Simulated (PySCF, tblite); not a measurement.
**C4H13FOSi3: geometry, infrared bands and NMR shifts**

Wanted: the infrared bands and NMR shifts of C4H13FOSi3 (`C=C(F)[SiH2]O[SiH2][SiH](C)C`), by calculation.

The runs use tblite 0.8.0 and PySCF 2.14.0, with density-fitted response routines of our own; the level of theory stands in each step. All values are computed, except where a source is named. Atoms are numbered from 0 throughout.

## (1) The molecule as given

22 atoms, charge 0, multiplicity 1; geometry from: force field or distance geometry start.

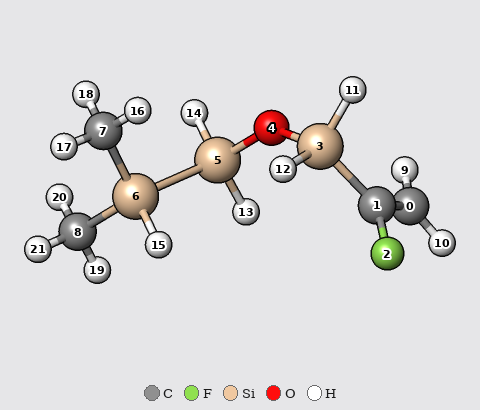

As it starts; carbon grey, fluorine green, silicon light orange, oxygen red, hydrogen white, atoms numbered.

## (2) Geometry optimisation with GFN2-xTB

The job: settings as JSON, then the geometry in Å.

```
{"job": {"kind": "relax", "xc": "GFN2-xTB", "basis": "xTB"}, "charge": 0, "multiplicity": 1}
C      4.153300     0.100200     0.400400
C      3.212000     0.288200     1.340200
F      3.379400    -0.406800     2.510400
Si     1.743400     1.390200     1.209900
O      0.939800     1.229900    -0.219500
Si     0.118200     0.083200    -1.100600
Si    -1.766800    -0.646800     0.034300
C     -2.845700     0.816000     0.390300
C     -2.626400    -1.919400    -1.000400
H      4.100400     0.606000    -0.554800
H      4.973100    -0.573500     0.577600
H      2.161000     2.795300     1.363800
H      0.777200     1.093200     2.320100
H      1.032500    -1.061600    -1.372600
H     -0.292800     0.681000    -2.394900
H     -1.356300    -1.268300     1.338900
H     -2.333200     1.557400     1.004200
H     -3.755400     0.500800     0.925500
H     -3.169700     1.306100    -0.532900
H     -1.978300    -2.773000    -1.198100
H     -2.948400    -1.491200    -1.958700
H     -3.527800    -2.287500    -0.493800
```

Command:

```sh
OMP_NUM_THREADS=1 python probes_run.py task.json out
```

This one command runs all jobs of the session in turn.

What it wrote:

```text
step      E/eV     max force
  0    -795.13181    2.143
  1    -795.27171    1.473
  2    -795.31050    0.612
  3    -795.33144    0.418
  4    -795.36262    0.369
  5    -795.37687    0.358
  6    -795.40376    0.307
  7    -795.42158    0.276
  8    -795.43535    0.274
  9    -795.44374    0.191
 10    -795.44927    0.151
 11    -795.45280    0.148
 12    -795.45587    0.131
 13    -795.45831    0.101
 14    -795.46007    0.074
 15    -795.46123    0.072
 16    -795.46210    0.062
 17    -795.46296    0.058
 18    -795.46389    0.069
 19    -795.46485    0.077
 20    -795.46572    0.066
 21    -795.46645    0.073
 22    -795.46714    0.069
 23    -795.46787    0.093
 24    -795.46867    0.093
 25    -795.46941    0.066
 26    -795.46998    0.059
 27    -795.47043    0.039
 28    -795.47090    0.052
 29    -795.47142    0.062
 30    -795.47192    0.060
 31    -795.47235    0.044
 32    -795.47271    0.041
 33    -795.47305    0.050
 34    -795.47338    0.058
 35    -795.47368    0.046
 36    -795.47394    0.040
 37    -795.47418    0.037
 38    -795.47441    0.050
 39    -795.47465    0.050
 40    -795.47493    0.037
 41    -795.47528    0.043
 42    -795.47565    0.045
 43    -795.47596    0.036
 44    -795.47622    0.039
 45    -795.47653    0.043
 46    -795.47695    0.050
 47    -795.47743    0.057
 48    -795.47785    0.051
 49    -795.47818    0.039
 50    -795.47850    0.043
 51    -795.47887    0.048
 52    -795.47918    0.038
 53    -795.47939    0.027
 54    -795.47959    0.037
 55    -795.47990    0.048
 56    -795.48038    0.071
 57    -795.48101    0.074
 58    -795.48163    0.050
 59    -795.48217    0.048
 60    -795.48269    0.049
 61    -795.48324    0.062
 62    -795.48296    0.151
 63    -795.48413    0.056
 64    -795.48455    0.064
 65    -795.48591    0.096
 66    -795.48680    0.082
 67    -795.48765    0.075
 68    -795.48911    0.061
 69    -795.48974    0.061
 70    -795.49088    0.075
 71    -795.49188    0.076
 72    -795.49281    0.111
 73    -795.49357    0.065
 74    -795.49431    0.060
 75    -795.49516    0.081
 76    -795.49578    0.073
 77    -795.49698    0.092
 78    -795.49827    0.120
 79    -795.49882    0.185
 80    -795.50036    0.061
 81    -795.50168    0.076
 82    -795.50408    0.129
 83    -795.50542    0.102
 84    -795.50697    0.110
 85    -795.50796    0.054
 86    -795.50791    0.230
 87    -795.50922    0.051
 88    -795.50972    0.042
 89    -795.51093    0.058
 90    -795.51138    0.048
 91    -795.51181    0.065
 92    -795.51210    0.045
 93    -795.51249    0.039
 94    -795.51297    0.052
 95    -795.51326    0.053
 96    -795.51355    0.039
 97    -795.51379    0.041
 98    -795.51401    0.049
 99    -795.51423    0.052
100    -795.51452    0.048
101    -795.51483    0.037
102    -795.51508    0.036
103    -795.51522    0.019
104    -795.51530    0.024
105    -795.51540    0.026
106    -795.51553    0.035
107    -795.51570    0.040
108    -795.51596    0.025
109    -795.51609    0.027
110    -795.51625    0.032
111    -795.51642    0.035
112    -795.51662    0.050
113    -795.51679    0.029
114    -795.51691    0.022
115    -795.51698    0.020
116    -795.51707    0.022
117    -795.51718    0.030
118    -795.51728    0.029
119    -795.51737    0.020
120    -795.51745    0.021
121    -795.51756    0.025
122    -795.51766    0.022
123    -795.51774    0.018
124    -795.51778    0.011
125    -795.51779    0.009
```

It took 3.6 s on 1 thread of Intel Xeon at 2.70GHz, shared host.

Along the way: (not every step is listed)

| step | energy from step 0 (eV) | largest force (eV/Å) |
| --- | --- | --- |
| 0 | 0.0000 | 2.1426 |
| 1 | -0.1399 | 1.4732 |
| 2 | -0.1787 | 0.6122 |
| 3 | -0.1996 | 0.4176 |
| 4 | -0.2308 | 0.3693 |
| 5 | -0.2451 | 0.3578 |
| 6 | -0.2720 | 0.3069 |
| 7 | -0.2898 | 0.2763 |
| 8 | -0.3035 | 0.2740 |
| 19 | -0.3330 | 0.0766 |
| 30 | -0.3401 | 0.0599 |
| 41 | -0.3435 | 0.0435 |
| 52 | -0.3474 | 0.0381 |
| 63 | -0.3523 | 0.0564 |
| 74 | -0.3625 | 0.0604 |
| 85 | -0.3762 | 0.0545 |
| 96 | -0.3817 | 0.0391 |
| 107 | -0.3839 | 0.0400 |
| 118 | -0.3855 | 0.0286 |
| 120 | -0.3856 | 0.0210 |
| 121 | -0.3858 | 0.0250 |
| 122 | -0.3859 | 0.0223 |
| 123 | -0.3859 | 0.0175 |
| 124 | -0.3860 | 0.0106 |
| 125 | -0.3860 | 0.0087 |

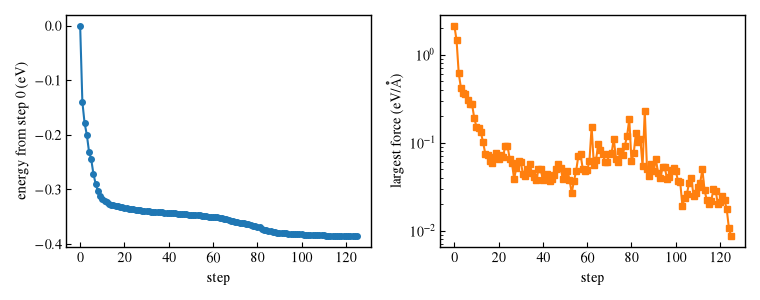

Energy and force, step by step.

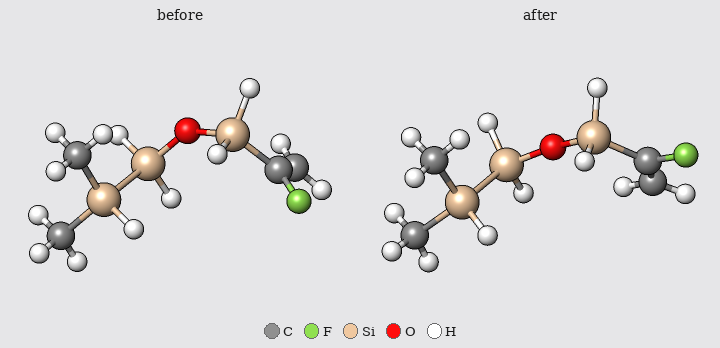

Before and after, at one scale.

Distances of close pairs at the start and the end, largest changes first:

| bond | before (Å) | after (Å) | change (Å) |
| --- | --- | --- | --- |
| Si6–C7 | 1.852 | 1.911 | +0.058 |
| Si6–C8 | 1.852 | 1.907 | +0.055 |
| C1–Si3 | 1.841 | 1.895 | +0.055 |
| Si3–O4 | 1.648 | 1.608 | -0.039 |
| Si3–H12 | 1.501 | 1.464 | -0.038 |
| O4–Si5 | 1.663 | 1.634 | -0.029 |
| C0–C1 | 1.343 | 1.322 | -0.021 |
| Si6–H15 | 1.502 | 1.482 | -0.020 |

The end geometry stands in the next job.

## (3) Vibrational analysis with GFN2-xTB

The job: settings as JSON, then the geometry in Å.

```
{"job": {"kind": "ir", "xc": "GFN2-xTB", "basis": "xTB"}, "charge": 0, "multiplicity": 1}
C      4.077506    -0.234140     0.546769
C      3.505469     0.606160     1.392075
F      4.219079     0.990641     2.488984
Si     1.778482     1.381564     1.299973
O      1.088604     0.830996    -0.044721
Si     0.117972     0.099742    -1.137026
Si    -1.757805    -0.681549    -0.030678
C     -2.936695     0.741728     0.454048
C     -2.719466    -1.877930    -1.162280
H      3.540425    -0.552715    -0.326478
H      5.074197    -0.616980     0.695492
H      1.878160     2.833346     1.168593
H      0.987792     0.957982     2.456627
H      0.979880    -0.924847    -1.745267
H     -0.085200     1.147320    -2.147538
H     -1.462522    -1.420997     1.219423
H     -2.427952     1.478952     1.069169
H     -3.795610     0.383183     1.014972
H     -3.315446     1.256999    -0.425022
H     -2.133857    -2.762969    -1.392289
H     -2.979925    -1.407211    -2.106437
H     -3.643500    -2.209889    -0.698850
```

What it wrote:

```text
mode    cm-1     km/mol
  1      -7.2      0.02
  2       5.3      0.01
  3      18.1      0.21
  4      26.2      0.55
  5      50.3      3.17
  6      99.1      1.70
  7     119.5      0.61
  8     124.9      0.88
  9     129.0      4.50
 10     154.9      5.32
 11     168.2      2.62
 12     203.5      6.11
 13     265.4      5.90
 14     310.2      4.34
 15     375.0      7.26
 16     393.0     32.58
 17     436.4      2.57
 18     543.8     78.26
 19     557.4     20.23
 20     590.5      1.35
 21     602.7    294.90
 22     616.6     65.01
 23     617.8     12.99
 24     644.4      1.34
 25     690.9     65.05
 26     727.6    706.49
 27     733.3      7.66
 28     740.9     10.65
 29     754.9    175.34
 30     780.9    174.08
 31     790.0      8.91
 32     801.2    284.54
 33     817.6    127.58
 34     825.8     90.39
 35     846.1     78.15
 36     890.4     39.48
 37     923.8     46.99
 38    1099.6    756.38
 39    1164.6     64.46
 40    1367.2      2.93
 41    1369.1     10.42
 42    1374.6      5.04
 43    1486.2      0.27
 44    1488.2      0.12
 45    1493.2      0.45
 46    1495.5      0.77
 47    1672.4     31.77
 48    2093.1    243.26
 49    2155.6    435.54
 50    2189.2    181.97
 51    2241.5    374.28
 52    2272.6    212.60
 53    3026.9      8.94
 54    3031.0     42.61
 55    3032.1     30.41
 56    3034.9     13.89
 57    3040.8     38.79
 58    3043.7     16.07
 59    3098.4     18.10
 60    3160.8     19.38
```

Wall time 3.2 s (1 thread of Intel Xeon at 2.70GHz, shared host).

The strongest bands and the atoms that carry them (share of the mass-weighted mode):

| cm⁻¹ | km/mol | atoms |
| --- | --- | --- |
| 603 | 294.9 | H15 82 % |
| 728 | 706.5 | H14 27 %, H13 25 %, H12 13 % |
| 801 | 284.5 | H14 41 %, H13 41 % |
| 1100 | 756.4 | O4 78 %, Si3 12 % |
| 2093 | 243.3 | H15 96 % |
| 2156 | 435.5 | H13 65 %, H14 30 % |
| 2242 | 374.3 | H12 86 %, H11 10 % |
| 2273 | 212.6 | H11 86 %, H12 11 % |

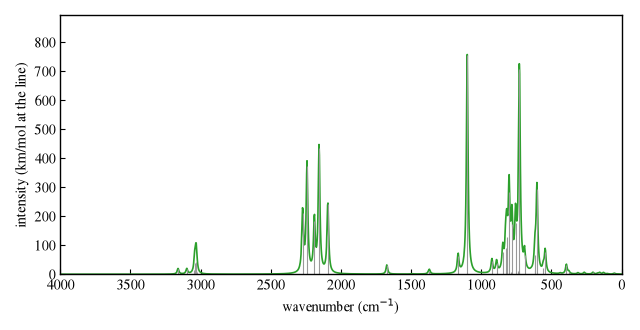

The infrared spectrum from these modes, unscaled. Lines are broadened to a width of 14 cm⁻¹ (Lorentzian).

## (4) Shielding tensors: PBE0/pcSseg-1

Same as in step 3 but for these lines:

```diff
@@ -1,2 +1,2 @@
-{"job": {"kind": "ir", "xc": "GFN2-xTB", "basis": "xTB"}, "charge": 0, "multiplicity": 1}
+{"job": {"kind": "nmr", "xc": "PBE0", "basis": "pcSseg-1"}, "charge": 0, "multiplicity": 1}
 C      4.077506    -0.234140     0.546769
```

Method: GIAO PBE0/pcSseg-1 NMR shielding, non-relativistic, gas phase.

What it wrote:

```text
coarse grid: 19448 points
cycle   1  E = -1202.8090647038  dE =  7.053e-01  |g| = 9.524e-01  |ddm| = 4.167e+00
cycle   2  E = -1202.5732635576  dE =  2.358e-01  |g| = 1.459e+00  |ddm| = 1.871e+00
cycle   3  E = -1202.9752472386  dE = -4.020e-01  |g| = 1.652e-01  |ddm| = 1.340e+00
cycle   4  E = -1202.9804282887  dE = -5.181e-03  |g| = 5.474e-02  |ddm| = 1.803e-01
cycle   5  E = -1202.9810242031  dE = -5.959e-04  |g| = 1.411e-02  |ddm| = 4.783e-02
cycle   6  E = -1202.9810566303  dE = -3.243e-05  |g| = 5.345e-03  |ddm| = 1.280e-02
cycle   7  E = -1202.9810623834  dE = -5.753e-06  |g| = 1.077e-03  |ddm| = 4.524e-03
final grid: 173264 points
cycle   8  E = -1203.0496158821  dE = -3.024e-05  |g| = 1.154e-02  |ddm| = 2.393e-02
cycle   9  E = -1203.0495880408  dE =  2.784e-05  |g| = 1.673e-02  |ddm| = 2.075e-02
cycle  10  E = -1203.0496434467  dE = -5.541e-05  |g| = 1.470e-03  |ddm| = 1.288e-02
cycle  11  E = -1203.0496438714  dE = -4.247e-07  |g| = 2.608e-04  |ddm| = 1.328e-03
cycle  12  E = -1203.0496438850  dE = -1.362e-08  |g| = 8.743e-05  |ddm| = 2.574e-04
cycle  13  E = -1203.0496438864  dE = -1.351e-09  |g| = 3.346e-05  |ddm| = 7.799e-05
cycle  14  E = -1203.0496438866  dE = -2.401e-10  |g| = 8.710e-06  |ddm| = 3.139e-05
converged SCF energy = -1203.0496438866

GIAO shielding tensors (ppm)
atom      isotropic    diamagn.    paramagn.     s11        s22        s33       span
  0 C       72.118     257.414    -185.297    -49.533    101.988    163.898    213.432
  1 C        6.561     264.142    -257.581    -96.648     46.917     69.414    166.062
  2 F      277.398     471.498    -194.100    153.537    271.954    406.704    253.168
  3 Si     396.753     882.547    -485.793    358.134    378.370    453.756     95.621
  4 O      338.113     402.187     -64.073    252.119    362.229    399.991    147.872
  5 Si     372.682     882.200    -509.519    308.260    355.835    453.950    145.689
  6 Si     400.408     883.177    -482.769    363.944    415.729    421.552     57.608
  7 C      191.588     254.958     -63.370    190.216    191.362    193.186      2.970
  8 C      193.429     253.286     -59.857    188.456    192.242    199.590     11.134
  9 H       26.355      35.768      -9.413     24.188     25.065     29.812      5.624
 10 H       25.814      26.623      -0.809     22.673     24.987     29.782      7.108
 11 H       26.573      29.612      -3.039     22.847     25.216     31.655      8.808
 12 H       26.547      32.050      -5.503     22.613     26.560     30.468      7.855
 13 H       26.050      32.083      -6.034     21.703     26.355     30.091      8.388
 14 H       26.041      31.048      -5.006     22.449     25.391     30.283      7.833
 15 H       27.158      33.139      -5.981     24.410     25.411     31.653      7.242
 16 H       31.311      33.614      -2.303     26.095     29.340     38.498     12.403
 17 H       31.225      29.849       1.376     26.600     28.300     38.774     12.174
 18 H       31.563      31.564      -0.000     27.556     28.731     38.402     10.846
 19 H       31.717      31.363       0.354     26.635     29.020     39.497     12.862
 20 H       31.874      30.732       1.142     27.500     29.525     38.599     11.099
 21 H       31.453      28.786       2.667     26.653     28.790     38.915     12.261
```

It took 1.7 min on 1 thread of Intel Xeon at 2.70GHz, shared host; peak memory 1.1 GiB.

Shifts follow as δ = σ(reference) − σ, with reference shieldings (ppm) from runs at the same level and on the same kind of geometry: 1H TMS 31.72, 13C TMS 186.9, 29Si TMS 349.2, 19F CFCl3 170.9, 17O H2O 336.1. The references are single molecules in the gas phase, so shifts against H2O, NH3, PH3, H3PO4 or CFCl3 are not on the usual liquid scales and can be off by tens of ppm. Atoms listed in one row are averaged.

| atoms | environment | σ (ppm) | δ (ppm) | δ scaled to CDCl3 |
| --- | --- | --- | --- | --- |
| C1 | fully substituted alkene carbon | 6.6 | 180.4 | 174.1 |
| C0 | terminal =CH2 carbon | 72.1 | 114.8 | 110.1 |
| C7, C8 | methyl carbon bonded to Si | 192.5 | -5.6 | -7.4 |
| H10 | hydrogen on a terminal =CH2 carbon | 25.81 | 5.90 | 5.67 |
| H13, H14 | hydrogen on a silicon bonded to O, Si | 26.05 | 5.67 | – |
| H9 | hydrogen on a terminal =CH2 carbon | 26.35 | 5.36 | 5.16 |
| H11, H12 | hydrogen on a silicon bonded to C, O | 26.56 | 5.16 | – |
| H15 | hydrogen on a silicon bonded to 2 C, Si | 27.16 | 4.56 | – |
| H16, H17, H18, H19, H20, H21 | hydrogen on a methyl carbon bonded to Si | 31.52 | 0.19 | 0.29 |
| F2 | vinylic fluorine | 277.4 | -106.5 | – |
| Si5 | silicon bonded to O, Si, 2 H | 372.7 | -23.5 | – |
| Si3 | silicon bonded to C, O, 2 H | 396.8 | -47.6 | – |
| Si6 | silicon bonded to 2 C, Si, H | 400.4 | -51.3 | – |
| O4 | oxygen bonded to 2 Si | 338.1 | -2.0 | – |

The scaled column applies a straight-line fit of computed shieldings to shifts measured in CDCl3, and one for carbons that bear F (root-mean-square error 0.16 ppm for H, 1.9 ppm for C).

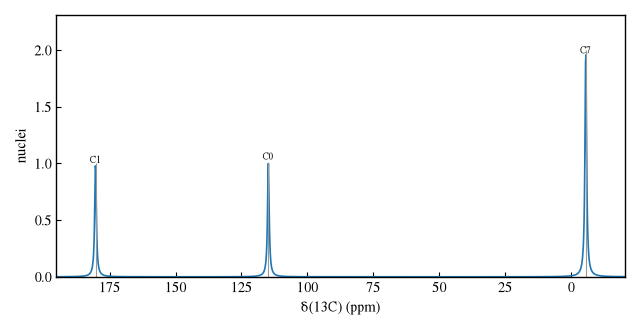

13C lines at the computed shifts, without couplings. Lines are broadened to a width of 0.74 ppm (Lorentzian).

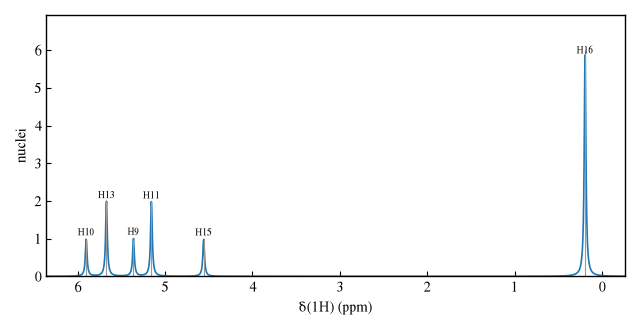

1H lines at the computed shifts, without couplings. Lines are broadened to a width of 0.02 ppm (Lorentzian).

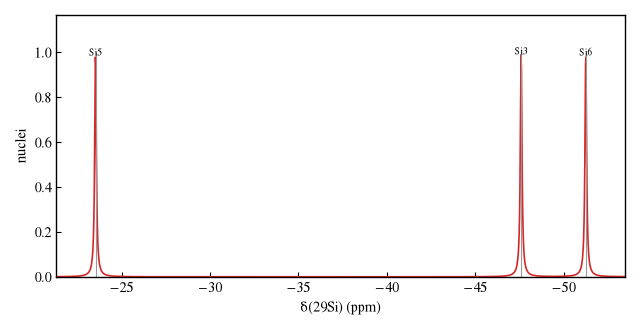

29Si lines at the computed shifts, without couplings. Lines are broadened to a width of 0.11 ppm (Lorentzian).

The run also stored atomic charges by several schemes (e):

| atoms | Mulliken | IAO | Hirshfeld | ESP fit |
| --- | --- | --- | --- | --- |
| C0 | -0.20 | -0.35 | -0.12 | -0.58 |
| C1 | -0.08 | 0.00 | -0.01 | 0.17 |
| F2 | -0.30 | -0.28 | -0.10 | -0.18 |
| Si3 | 0.88 | 1.02 | 0.40 | 0.44 |
| O4 | -0.72 | -0.89 | -0.30 | -0.33 |
| Si5 | 0.66 | 0.72 | 0.32 | 0.26 |
| Si6 | 0.37 | 0.60 | 0.29 | 0.63 |
| C7, C8 | -0.61 | -0.70 | -0.21 | -0.62 |

Mulliken charges:

C0 -0.20; C1 -0.08; F2 -0.30; Si3 0.88; O4 -0.72; Si5 0.66; Si6 0.37; C7 -0.61; C8 -0.61; H9 0.14; H10 0.13; H11 -0.12; H12 -0.12; H13 -0.11; H14 -0.10; H15 -0.04; H16 0.14; H17 0.14; H18 0.14; H19 0.14; H20 0.14; H21 0.14

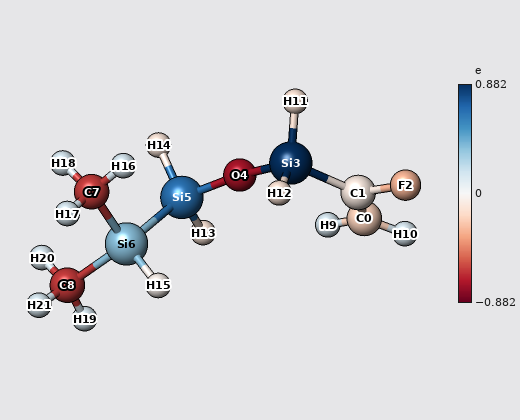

Mulliken charges, as colours on the atoms.

Mayer bond orders: C0–C1 1.91, C1–F2 0.88, C1–Si3 0.85, Si3–O4 0.97, O4–Si5 0.87, Si5–Si6 0.91, Si6–C7 0.95, Si6–C8 0.94.

Orbitals, density, ELF and potential are computed afterwards from the orbital file.

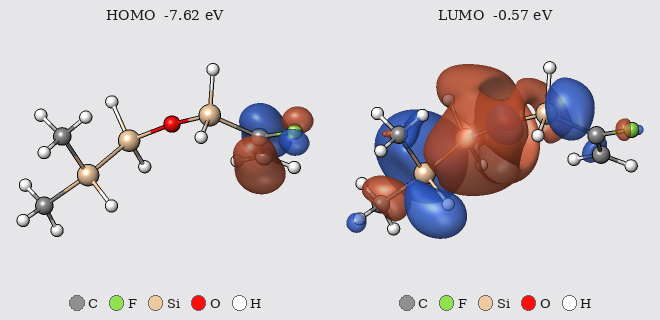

Frontier orbitals at PBE0/pcSseg-1; each surface holds 70 % of the orbital's density, blue and red mark the sign.

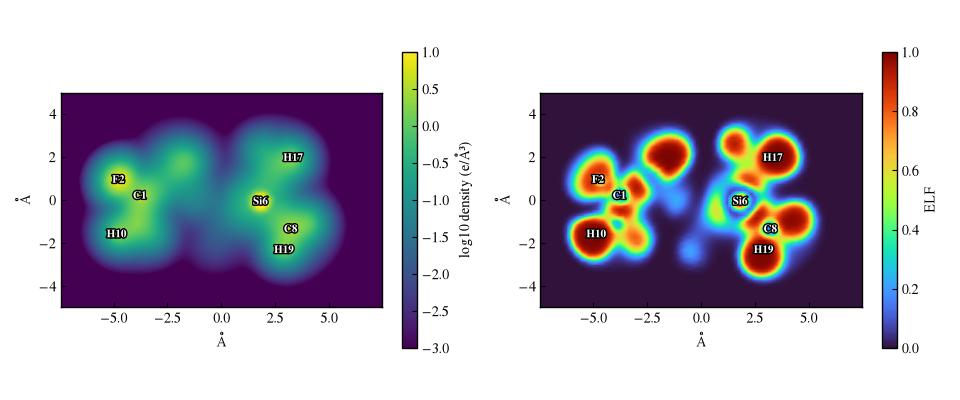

Density (left) and ELF (right) in a plane through or near 7 of the atoms.

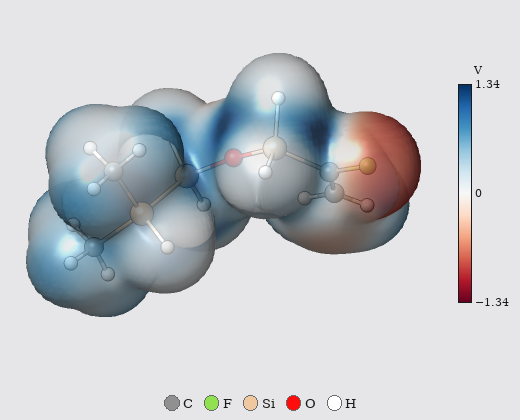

Electrostatic potential on the surface of density 0.002 e/bohr³; red is low, blue high. It runs from -0.92 V near F2 to 1.34 V near H14.

## (5) What came out

```
                                                               quantity                                   value
                              strongest single infrared mode (GFN2-xTB)                   1100 cm⁻¹, 756 km/mol
                                           zero-point energy (GFN2-xTB)                           95.5 kcal/mol
13C shifts against TMS (PBE0/pcSseg-1, means over atoms taken as alike)                  180.4, 114.8, -5.6 ppm
 1H shifts against TMS (PBE0/pcSseg-1, means over atoms taken as alike)  5.90, 5.67, 5.36, 5.16, 4.56, 0.19 ppm
                               19F shifts against CFCl3 (PBE0/pcSseg-1)                              -106.5 ppm
                                29Si shifts against TMS (PBE0/pcSseg-1)                 -23.5, -47.6, -51.3 ppm
                                 17O shifts against H2O (PBE0/pcSseg-1)                                -2.0 ppm
                                  surface potential, least and greatest                      -0.92 V and 1.34 V
```

In words: The optimisation took 125 steps and gained 0.386 eV; among the close pairs (by a distance rule), Si6–C7 changed most, from 1.852 to 1.911 Å. The lowest mode is slightly imaginary (7i cm⁻¹), a soft motion within the noise of the Hessian, so the minimum is not strictly shown. The strongest single mode, at 1100 cm⁻¹, moves mainly O4. Unscaled tight-binding wavenumbers are off by several per cent, some by more. Its intensities can rank the bands wrongly. At PBE0/pcSseg-1: The widest tensor belongs to F2: span 253 ppm, with a paramagnetic part of -194 ppm. At PBE0/pcSseg-1, counted by nearest atom on the grid, the HOMO lies on C0, C1 about 35 % each; F2 14 %, the LUMO on Si5 20 %; H13, H14 about 11 % each.
